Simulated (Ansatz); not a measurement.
# N2H3 (hydrazinyl radical): UPBE0/def2-TZVP

Aim: the energy change on altering one bond length of N2H3 (hydrazinyl radical) at UPBE0/def2-TZVP, from 2 runs. 

The calculation is run with Ansatz 0.2.0.

28 further runs of the same task are left out: 28 set aside as unsound or not needed.

## Step 1: The system as given

The species is N2H3 (5 atoms), meant as a doublet with charge 0. SMILES: `[NH]N`. The shape is that of a PBE0-D4/def2-TZVP optimisation. This is one conformer, not always the lowest.

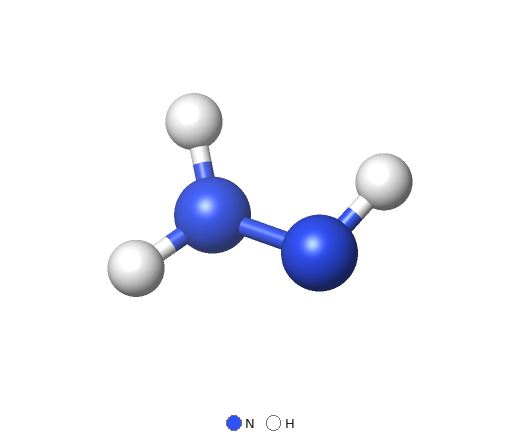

Viewed from a chosen angle; nitrogen blue, hydrogen white.

## Step 2: A single-point energy at UPBE0/def2-TZVP

The input, run.yaml:

```yaml
crystal:
  periodic: [false, false, false]
  atoms:
    - symbol: "N"
      position_ang: [-0.187600, -0.818050, 0.454040]
    - symbol: N
      position_ang: [-0.128660, 0.235610, -0.368450]
    - symbol: H
      position_ang: [0.759840, -0.951450, 0.811270]
    - symbol: H
      position_ang: [-1.030950, 0.592300, -0.640030]
    - symbol: H
      position_ang: [0.587360, 0.941580, -0.256830]
basis:
  gaussian: {orbitals: def2-TZVP}
magnetization: {spin_polarized: true, initial_magnetization: 1}
hamiltonian: {xc: {name: PBE0}}
accuracy: high
output: {orbitals: {seedname: orbitals}}
```

Started as:

```
$ ansatz run run.yaml --threads 1 --pin off --max-ram 3480MiB --events-out events.jsonl --progress --plain --runs-dir runs
```

The program printed:

```text
Warning: RAYON_NUM_THREADS=1 ignored (pool sized by the plan → 1); use --threads N
Functional definition: PBE0
  name "PBE0"
  parameter a = 0.25
  parameter kappa = 0.804
  parameter beta = 0.06672455060314922
  exchange = (1 - a)*pbe_x(kappa = kappa, mu = beta*pi^2/3) + a*exact_x
  correlation = pbe_c(beta = beta)
1425 factors; integrals over basis functions are off by at most 3.0e-9 eV
mean field evaluation 1: about -3020.5818 eV, gradient 3.1e1 eV
mean field evaluation 2: about -3018.8920 eV, gradient 3.7e1 eV
mean field evaluation 4: about -3024.5220 eV, gradient 1.3e0 eV
mean field evaluation 8: about -3024.5446 eV, gradient 3.3e-2 eV
mean field evaluation 16: about -3024.5446 eV, gradient 1.3e-5 eV
mean field -3024.54459750 eV, -111.1499638483 hartree, gradient 5.0e-8 eV, S^2 0.754686; 0 other end points of the search recorded, 0 dependent functions left out
reference -3024.54459955 eV, -111.1499639233 hartree; 9, 8 occupied and 71, 72 virtual orbitals, 1425 factors
Total energy: -3024.54459955 eV, -111.1499639233 hartree
```

Run time: 4.8 s. Hardware: 1 thread of Arm Neoverse V1, shared host; peak memory 0.21 GiB.

## Step 3: The distorted shape at the same level

The input, in.yaml:

```yaml
crystal:
  periodic: [false, false, false]
  atoms:
    - {symbol: N, position_ang: [-0.205284, -1.134179, 0.700811]}
    - {symbol: "N", position_ang: [-0.128660, 0.235610, -0.368450]}
    - {symbol: H, position_ang: [0.742156, -1.267579, 1.058041]}
    - {symbol: H, position_ang: [-1.030950, 0.592300, -0.640030]}
    - {symbol: H, position_ang: [0.587360, 0.941580, -0.256830]}
basis:
  gaussian: {orbitals: def2-TZVP}
total_charge: 0
magnetization: {spin_polarized: true, initial_magnetization: 1}
hamiltonian: {xc: pbe0}
accuracy: high
output: {orbitals: {seedname: orbitals}}
```

Started as:

```
$ ansatz run in.yaml --threads 1 --pin off --max-ram 3480MiB --events-out events.jsonl --progress --plain --runs-dir runs
```

The program printed:

```text
Warning: RAYON_NUM_THREADS=1 ignored (pool sized by the plan → 1); use --threads N
[... 7 set-up lines as earlier in the session ...]
1406 factors; integrals over basis functions are off by at most 2.9e-9 eV
mean field evaluation 1: about -3019.5754 eV, gradient 2.8e1 eV
mean field evaluation 2: about -3017.0778 eV, gradient 3.6e1 eV
mean field evaluation 4: about -3022.6671 eV, gradient 1.4e0 eV
mean field evaluation 8: about -3022.6926 eV, gradient 1.2e-1 eV
mean field evaluation 16: about -3022.6929 eV, gradient 4.3e-4 eV
mean field -3022.69293757 eV, -111.0819166008 hartree, gradient 2.8e-8 eV, S^2 0.756216; 0 other end points of the search recorded, 0 dependent functions left out
reference -3022.69293958 eV, -111.0819166748 hartree; 9, 8 occupied and 71, 72 virtual orbitals, 1406 factors
Total energy: -3022.69293958 eV, -111.0819166748 hartree
```

It took 5.7 s on 1 thread of Arm Neoverse V1, shared host; peak memory 0.21 GiB.

## Step 4: Outcome

Level: UPBE0/def2-TZVP.

| quantity | value |
| --- | --- |
| first shape: total energy | -111.14996 Eh |
| first shape: HOMO energy (highest over α and β) | -5.43 eV |
| first shape: LUMO energy (lowest over α and β) | -0.62 eV |
| first shape: ⟨S²⟩ | 0.755 |
| distorted shape: total energy | -111.08192 Eh |
| distorted shape: HOMO energy (highest over α and β) | -7.06 eV |
| distorted shape: LUMO energy (lowest over α and β) | -2.16 eV |
| distorted shape: ⟨S²⟩ | 0.756 |
| energy change with the N1–N2 bond stretched from 1.338 to 1.739 Å | 1.852 eV |

In words: With the N1–N2 bond stretched from 1.338 to 1.739 Å the energy rises by 1.85 eV (179 kJ/mol).
